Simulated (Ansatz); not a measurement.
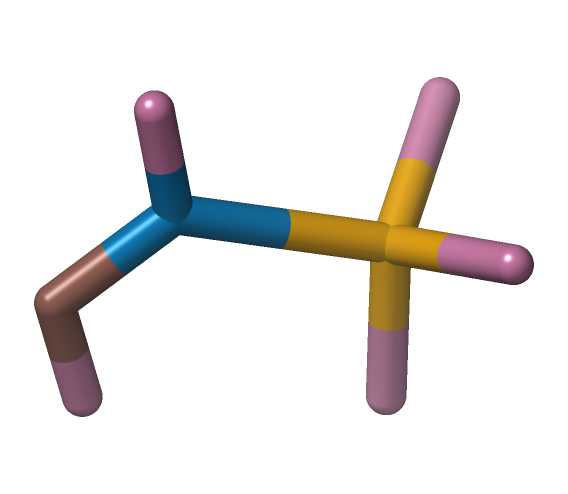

Stick drawing of a structure. Every bond is drawn as one stick, whatever its order. Colours: nitrogen brown, carbon blue, germanium orange, hydrogen pink.

Describe the molecule.

The molecule is CH5GeN. SMILES: `[H]/N=[CH]\[GeH3]`. Among its groups: imine. This geometry has Cs symmetry. Coordination: 1 N bent; 1 C trigonal planar; 1 Ge tetrahedral.

More results for the same structure follow; atom numbers are the same in all pictures, views and colours differ. Computed geometry: PBE0-D4/def2-TZVP optimisation. No frequency run is at hand to confirm it as a minimum.

**Shape**

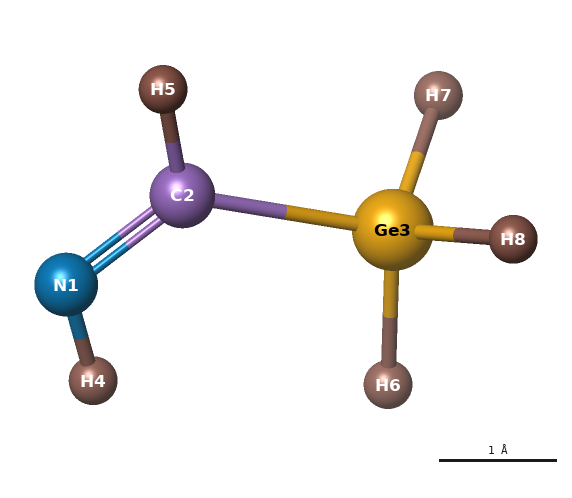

The atoms are numbered. No frequency run is at hand to confirm it as a minimum.

Give the bond lengths.

| bond | length (Å) |
| --- | --- |
| N1–C2 | 1.265 |
| N1–H4 | 1.022 |
| C2–Ge3 | 1.972 |
| C2–H5 | 1.096 |
| Ge3–H6 | 1.538 |
| Ge3–H7 | 1.537 |
| Ge3–H8 | 1.537 |

**Charges**

The questions are on Mulliken charges. No frequency run is at hand to confirm it as a minimum. Method: RKS PBE0-D4/def2-TZVP (Ansatz 0.2.0).

Which atom carries the highest charge (most positive or least negative)?

H4 (0.21 e).

And the lowest?

N1 (−0.27 e).

List the Mulliken charges.

```tsv
atom	value (e)
N1	−0.27
C2	−0.14
Ge3	0.03
H4	0.21
H5	0.13
H6	0.01
H7	0.01
H8	0.01
```

**Dipole moment**

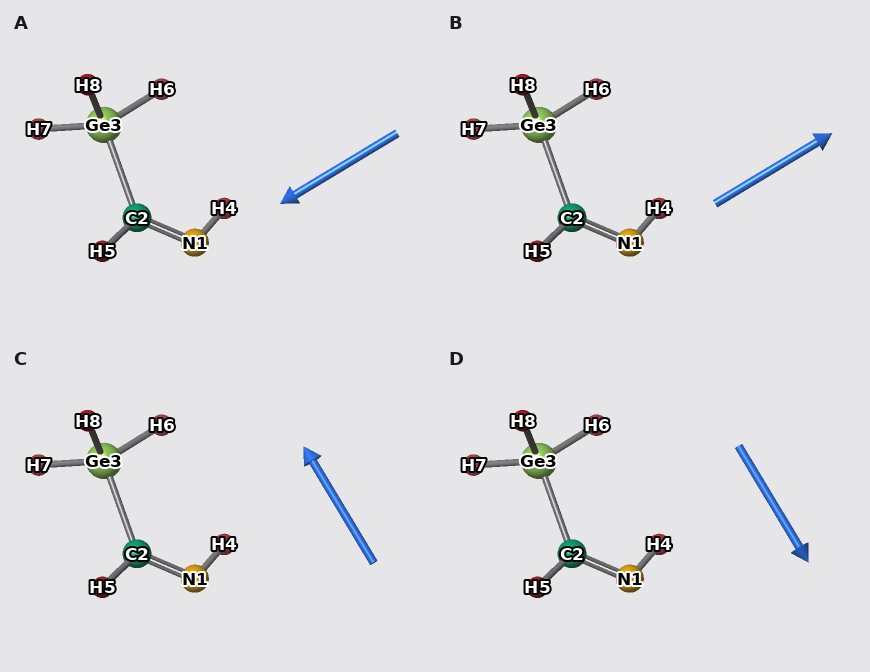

The same molecule four times, each with an arrow. No frequency run is at hand to confirm it as a minimum. Properties computed with RKS PBE0-D4/def2-TZVP (Ansatz 0.2.0).

Which arrow points along the dipole moment, from the negative to the positive end?

C. The dipole moment is 1.70 D; it points from the side of N1 to the side of H7, H8 (the outermost atoms at the two ends).

**Electronic properties**

No frequency run is at hand to confirm it as a minimum. Method: RKS r2SCAN-D4/def2-TZVPP (Ansatz 0.2.0).

What is the dispersion correction?

−2.8 kJ/mol.

Mulliken values depend strongly on the basis set and can even reverse the polarity of a bond.
